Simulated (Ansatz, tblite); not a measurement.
# Si18H24 hole sphere (Si18H24): spin states and exact exchange

Is the singlet the ground state of Si18H24 hole sphere (Si18H24)? Other spin states are computed and compared level by level.

Computed with Ansatz 0.2.0, Gaussian basis. Level: as each input shows.

The runs, in order: triplet, at the geometry of the singlet (GFN1-xTB, GFN2-xTB, PBE0-D4/def2-TZVP, PBE-D4/def2-TZVP); the singlet's energies come from earlier runs.

1 further run of the same task is left out (set aside as unsound or not needed).

## (1) The relaxed structure

The singlet was relaxed beforehand with PBE-D4/def2-SVP.

42 atoms, charge 0, spin multiplicity 1.

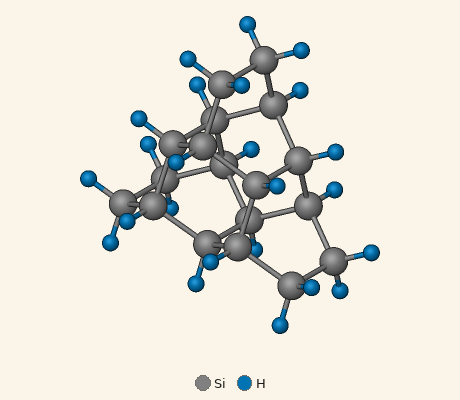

The geometry (silicon grey, hydrogen blue).

## (2) Triplet at the fixed geometry, GFN1-xTB

Tight binding, by tblite at 300 K electronic temperature and without a spin-polarisation term:

```python
tblite.interface.Calculator('GFN1-xTB', numbers, positions, charge=0, uhf=2).singlepoint()
```

Energy -1250.5434 eV; 0.3 s.

## (3) Triplet at the fixed geometry, GFN2-xTB

Tight binding, by tblite at 300 K electronic temperature and without a spin-polarisation term:

```python
tblite.interface.Calculator('GFN2-xTB', numbers, positions, charge=0, uhf=2).singlepoint()
```

Energy -1168.4398 eV; 0.45 s.

## (4) Triplet at the fixed geometry, PBE0-D4/def2-TZVP

Contents of in.yaml:

```yaml
crystal:
  periodic: [false, false, false]
  atoms:
    - {symbol: Si, position_ang: [-0.000573, -4.431419, -1.181735]}
    - {symbol: Si, position_ang: [-0.004338, -4.429795, 1.188114]}
    - {symbol: Si, position_ang: [0.000119, -2.222144, -1.992279]}
    - {symbol: Si, position_ang: [-1.902006, -1.098490, -1.184584]}
    - {symbol: Si, position_ang: [-0.000758, -2.219314, 1.995263]}
    - {symbol: Si, position_ang: [-1.902651, -1.097117, 1.185015]}
    - {symbol: Si, position_ang: [-1.922013, 1.109878, -1.994362]}
    - {symbol: Si, position_ang: [-3.836328, 2.214679, -1.186684]}
    - {symbol: Si, position_ang: [-1.922895, 1.111728, 1.993364]}
    - {symbol: Si, position_ang: [-3.835140, 2.218450, 1.183161]}
    - {symbol: Si, position_ang: [1.902596, -1.099767, -1.183758]}
    - {symbol: Si, position_ang: [1.902418, -1.098741, 1.185802]}
    - {symbol: Si, position_ang: [1.922932, 1.108332, -1.994307]}
    - {symbol: Si, position_ang: [0.000871, 2.195987, -1.184709]}
    - {symbol: Si, position_ang: [1.924384, 1.110436, 1.993339]}
    - {symbol: Si, position_ang: [0.001098, 2.196780, 1.184828]}
    - {symbol: Si, position_ang: [3.836586, 2.214769, -1.187450]}
    - {symbol: Si, position_ang: [3.838150, 2.214123, 1.182403]}
    - {symbol: H, position_ang: [-1.220548, -5.161339, -1.686796]}
    - {symbol: H, position_ang: [1.221646, -5.160286, -1.682883]}
    - {symbol: H, position_ang: [-1.228631, -5.154680, 1.690001]}
    - {symbol: H, position_ang: [1.213569, -5.162244, 1.694467]}
    - {symbol: H, position_ang: [0.000576, -2.194270, -3.502673]}
    - {symbol: H, position_ang: [-3.146677, -1.816740, -1.652674]}
    - {symbol: H, position_ang: [-0.001188, -2.188977, 3.505615]}
    - {symbol: H, position_ang: [-3.147288, -1.815315, 1.653282]}
    - {symbol: H, position_ang: [-1.895690, 1.095142, -3.504712]}
    - {symbol: H, position_ang: [-5.077943, 1.519821, -1.688454]}
    - {symbol: H, position_ang: [-3.858703, 3.635838, -1.692640]}
    - {symbol: H, position_ang: [-1.898682, 1.097601, 3.503759]}
    - {symbol: H, position_ang: [-5.078151, 1.528623, 1.688388]}
    - {symbol: H, position_ang: [-3.853191, 3.641312, 1.684514]}
    - {symbol: H, position_ang: [3.147114, -1.818388, -1.651686]}
    - {symbol: H, position_ang: [3.146464, -1.817652, 1.654520]}
    - {symbol: H, position_ang: [1.896161, 1.092725, -3.504644]}
    - {symbol: H, position_ang: [0.001657, 3.632785, -1.653528]}
    - {symbol: H, position_ang: [1.900619, 1.097158, 3.503749]}
    - {symbol: H, position_ang: [0.001555, 3.633939, 1.652518]}
    - {symbol: H, position_ang: [5.079088, 1.523656, -1.692152]}
    - {symbol: H, position_ang: [3.855128, 3.636969, -1.690656]}
    - {symbol: H, position_ang: [5.079923, 1.519968, 1.684763]}
    - {symbol: H, position_ang: [3.860718, 3.635958, 1.686470]}
basis:
  gaussian: {orbitals: def2-TZVP, fitting: {mean_field: def2-universal-jkfit}}
magnetization: {spin_polarized: true, initial_magnetization: 2}
hamiltonian: {xc: pbe0, dispersion: d4}
scf: {omitted_lower_state_checks: [starts]}
output: {orbitals: {seedname: orbitals}}
```

Run with:

```
ansatz run in.yaml --threads 2 --pin off --events-out ev --progress --plain --max-ram 20480MiB --backend cuda --devices 0, --max-vram 18GiB
```

The program printed:

```text
Functional definition: PBE0
  name "PBE0"
  cite "Adamo & Barone, J. Chem. Phys. 110, 6158 (1999) doi:10.1063/1.478522"
  cite "Perdew, Burke & Ernzerhof, Phys. Rev. Lett. 77, 3865 (1996) doi:10.1103/PhysRevLett.77.3865"
  parent pbe
  parameter a = 0.25
  parameter kappa = 0.804
  parameter beta = 0.06672455060314922
  exchange = (1 - a)*pbe_x(kappa = kappa, mu = beta*pi^2/3) + a*exact_x
  correlation = pbe_c(beta = beta)
these checks for a lower state are left out or cut short: starts
2736 factors; integrals over basis functions are off by at most 5.9e-1 eV
mean field evaluation 1: about -142132.2071 eV, gradient 1.6e1 eV
mean field evaluation 2: about -142132.4949 eV, gradient 1.6e1 eV
mean field evaluation 4: about -142134.2247 eV, gradient 2.9e0 eV
mean field evaluation 8: about -142134.2744 eV, gradient 2.9e-1 eV
mean field evaluation 16: about -142134.2778 eV, gradient 3.1e-2 eV
mean field evaluation 32: about -142134.2781 eV, gradient 2.7e-3 eV
mean field -142134.27810691 eV, -5223.3383783549 hartree, gradient 5.3e-6 eV, S^2 2.006113; 0 other end points of the search recorded, 0 dependent functions left out
reference -142134.27818673 eV, -5223.3383812882 hartree; 139, 137 occupied and 671, 673 virtual orbitals, 2736 factors
Total energy: -142136.92045971 eV, -5223.4354830293 hartree
Checks for a lower state left out: starts
```

It took 37 s on 1 × H100 (card shared with other runs) with 2 threads of AMD EPYC 7R13, shared host; peak host memory 1.5 GiB.

HOMO -2.87 eV, LUMO -5.99 eV (over both spins; with the spin held, an empty level of the minority spin lies below the top filled one); ⟨S²⟩ 2.006 (pure: 2.00).

## (5) Triplet at the fixed geometry, PBE-D4/def2-TZVP

start.molden holds the orbitals of an earlier run on this state, given as this run's starting guess.

in.yaml, as its differences from that of step 4:

```diff
@@ -46,5 +46,5 @@
 basis:
-  gaussian: {orbitals: def2-TZVP, fitting: {mean_field: def2-universal-jkfit}}
+  gaussian: {orbitals: def2-TZVP, fitting: {mean_field: def2-universal-jkfit}, initial_orbitals: start.molden}
 magnetization: {spin_polarized: true, initial_magnetization: 2}
-hamiltonian: {xc: pbe0, dispersion: d4}
+hamiltonian: {xc: pbe, dispersion: d4}
 scf: {omitted_lower_state_checks: [starts]}
```

Same command.

The program printed:

```text
Functional definition: PBE
  name "PBE"
  cite "Perdew, Burke & Ernzerhof, Phys. Rev. Lett. 77, 3865 (1996) doi:10.1103/PhysRevLett.77.3865"
  parent pbe
  parameter kappa = 0.804
  parameter beta = 0.06672455060314922
  exchange = pbe_x(kappa = kappa, mu = beta*pi^2/3)
  correlation = pbe_c(beta = beta)
these checks for a lower state are left out or cut short: starts
2736 factors; integrals over basis functions are off by at most 5.9e-1 eV
mean field evaluation 1: about -142120.0124 eV, gradient 1.8e1 eV
mean field evaluation 2: about -142120.5475 eV, gradient 7.7e-1 eV
mean field evaluation 4: about -142120.5494 eV, gradient 1.3e-1 eV
mean field evaluation 8: about -142120.5499 eV, gradient 1.2e-4 eV
mean field evaluation 16: about -142120.5499 eV, gradient 2.1e-5 eV
mean field -142120.54993961 eV, -5222.8338775119 hartree, gradient 2.3e-6 eV, S^2 2.002358; 0 other end points of the search recorded, 0 dependent functions left out
reference -142120.55004457 eV, -5222.8338813690 hartree; 139, 137 occupied and 671, 673 virtual orbitals, 2736 factors
Total energy: -142123.46368508 eV, -5222.9409556829 hartree
Checks for a lower state left out: starts
```

It took 18 s on 1 × H100 (card shared with other runs) with 2 threads of AMD EPYC 7R13, shared host; peak host memory 1.5 GiB.

Report: HOMO -2.52 eV, LUMO -6.06 eV (over both spins; with the spin held, an empty level of the minority spin lies below the top filled one); ⟨S²⟩ 2.002 (pure: 2.00).

## (6) Triplet less singlet, vertical

The singlet's energies are those of its earlier runs, whose logs aren't repeated here.

```csv
level,"triplet less singlet, vertical (kcal/mol)",time
GFN1-xTB,+58.7,0.5 s
GFN2-xTB,+64.7,0.67 s
PBE-D4/def2-TZVP,+83.0,29 s
PBE0-D4/def2-TZVP,+96.6,44 s
```

Times add the two runs; a level without a time comes out of a correlated run. Tight binding without a spin term can't rank spin states.

## (7) Results

| quantity | value |
| --- | --- |
| triplet less singlet, vertical, functionals in def2-TZVP | +83.0 (PBE-D4) to +96.6 kcal/mol (PBE0-D4) |

All functionals put the triplet above the singlet, over a spread of 13.6 kcal/mol. The checks for a lower triplet were left out, so another state of that spin may lie lower. These are electronic energies, without zero-point motion, entropy or surroundings.
